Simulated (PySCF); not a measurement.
# CCSDT/STO-6G run of PH3S (SMILES [PH3]=S)

Aim: the energy change on altering one bond length of PH3S at CCSDT/STO-6G, from 2 runs. The job is set up through a Python script.

Program for the calculation: PySCF 2.14.0.

11 further runs of the same task are left out: 1 that didn't finish, 10 set aside as unsound or not needed.

## (1) Starting point

The species is PH3S (5 atoms), meant as a singlet with charge 0. As SMILES, `[PH3]=S`. The shape is that of a GFN2-xTB optimisation.

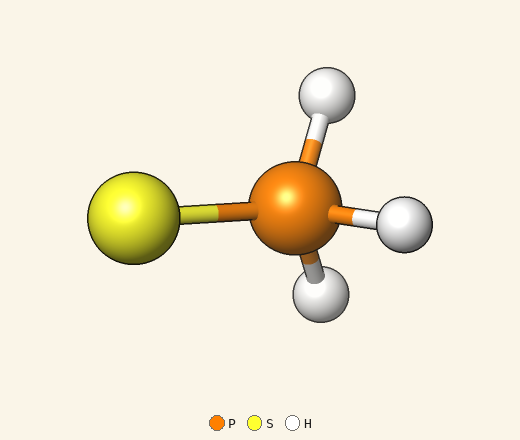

Viewed from a chosen angle; phosphorus orange, sulfur yellow, hydrogen white.

## (2) The energy at CCSDT/STO-6G

job.py

```python
from pyscf import gto, cc

system = gto.Mole()
system.atom = '''
P      0.014967    -0.012472     0.014475
S      2.384249    -1.778497     2.099977
H     -2.205008     0.872921     1.123518
H     -1.006222    -1.278551    -2.058271
H      0.812034     2.196580    -1.179699
'''
system.unit = 'bohr'
system.max_memory = 1860
system.verbose = 3
system.basis = 'sto-6g'
system.build()

calc0 = system.RHF()
calc0.conv_tol = 1e-10
calc0.kernel()
if not calc0.converged:
    calc0 = calc0.newton().run(calc0.mo_coeff, calc0.mo_occ)

mycc = cc.CCSDT(calc0, frozen=10)
mycc.kernel()
e_final = mycc.e_tot
print(f'total energy: {e_final:.8f} hartree')
```

On the command line:

```
$ OMP_NUM_THREADS=1 python job.py
```

Standard output:

```text
converged SCF energy = -737.357733240805
_make_eris_incore_RCCSDT

WARN: A large `blksize` is being used, which may cause large memory consumption
      for storing contraction intermediates. If memory is sufficient, consider using
      `pyscf.cc.rccsdt_highm.RCCSDT` instead.

RCCSDT converged
E(RCCSDT) = -737.4450879580339   E_corr = -0.08735471722852056
E_corr(same-spin) = -0.00817624512599171
E_corr(oppo-spin) = -0.0791784721025288
total energy: -737.44508796 hartree
```

Run time: 0.98 s. Hardware: 1 thread of Arm Neoverse V2, shared host; peak memory 0.12 GiB.

## (3) The distorted shape, same level

input.py

```python
from pyscf import gto, scf, cc

molecule = gto.Mole()
molecule.atom = '''
P     -0.498225    -1.409367     0.765971
S      0.755545    -2.343907     1.869571
H     -1.672985    -0.940837     1.352851
H     -1.038615    -2.079347    -0.330879
H      0.429710     1.162380    -0.624270
'''
molecule.charge = 0
molecule.verbose = 3
molecule.max_memory = 1860
molecule.spin = 0
molecule.basis = 'sto-6g'
molecule.build()

calc0 = scf.RHF(molecule)
calc0.conv_tol = 1e-10
calc0.kernel()
if not calc0.converged:
    calc0 = calc0.newton().run(calc0.mo_coeff, calc0.mo_occ)

mycc = cc.CCSDT(calc0, frozen=10)
mycc.kernel()
energy = mycc.e_tot
print('E = %.10f Eh' % energy)
```

On the command line:

```
$ OMP_NUM_THREADS=1 python input.py
```

Standard output:

```text
converged SCF energy = -737.094181638749
_make_eris_incore_RCCSDT

WARN: A large `blksize` is being used, which may cause large memory consumption
      for storing contraction intermediates. If memory is sufficient, consider using
      `pyscf.cc.rccsdt_highm.RCCSDT` instead.

RCCSDT converged
E(RCCSDT) = -737.3554488494525   E_corr = -0.2612672107033951
E_corr(same-spin) = -0.0113364623322552
E_corr(oppo-spin) = -0.24993074837114
E = -737.3554488495 Eh
```

Wall time 0.98 s (1 thread of Arm Neoverse V2, shared host); peak memory 0.1 GiB.

## (4) What came out

At CCSDT/STO-6G, 10 core orbitals frozen:

```
                                                         quantity          value
                                        first shape: total energy  -737.44509 Eh
                first shape: dipole moment (Hartree–Fock density)         4.41 D
                 first shape: HOMO energy (Hartree–Fock orbitals)       -4.65 eV
                 first shape: LUMO energy (Hartree–Fock orbitals)       11.78 eV
               first shape: HOMO–LUMO gap (Hartree–Fock orbitals)       16.43 eV
        first shape: correlation energy (10 core orbitals frozen)      -87.4 mEh
                                       first shape: T1 diagnostic          0.014
                                    distorted shape: total energy  -737.35545 Eh
            distorted shape: dipole moment (Hartree–Fock density)         2.67 D
             distorted shape: HOMO energy (Hartree–Fock orbitals)       -3.48 eV
             distorted shape: LUMO energy (Hartree–Fock orbitals)        1.61 eV
           distorted shape: HOMO–LUMO gap (Hartree–Fock orbitals)        5.09 eV
    distorted shape: correlation energy (10 core orbitals frozen)     -261.3 mEh
                                   distorted shape: T1 diagnostic          0.046
energy change with the P1–H5 bond stretched from 1.394 to 3.067 Å       2.439 eV
```

What this shows: With the P1–H5 bond stretched from 1.394 to 3.067 Å the energy rises by 2.44 eV (235 kJ/mol). The first shape isn't relaxed at this level, so the change isn't measured from a minimum. The minimal basis adds a large error of its own. The T1 diagnostic (distorted shape) of 0.046 is above the customary mark for such species, so a single reference may not serve.
